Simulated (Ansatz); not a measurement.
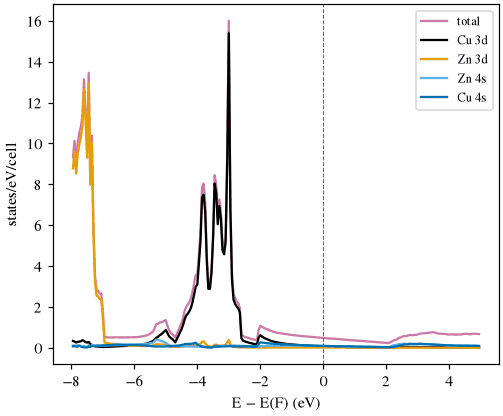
Fig. 1. Total and projected density of states of ZnCu (CsCl type, Pm-3m), LDA (plane waves, PAW; program Ansatz)

Question: Which orbitals carry the states next to the Fermi level?

Answer: Within 0.5 eV of the Fermi level: Cu 4s 19 %, Zn 4s 17 %, Cu 3d 14 %, outside the projected shells 48 %. Projections are on Löwdin-orthogonalised atomic valence shells; empty p or d shells of many metals are not among them.

Question: Where is the tallest occupied peak in this window, and what makes it?

Answer: Near -3.0 eV, about 16 states/eV per cell; the largest projected share is Cu 3d.

Symmetry was held in the LDA relaxation. The run is not spin-polarised.

Potentials: the earlier of the program's two PAW sets. The files were generated under PBE; for other functionals the program regenerates the frozen cores, and for LDA and PBEsol the local potential too.
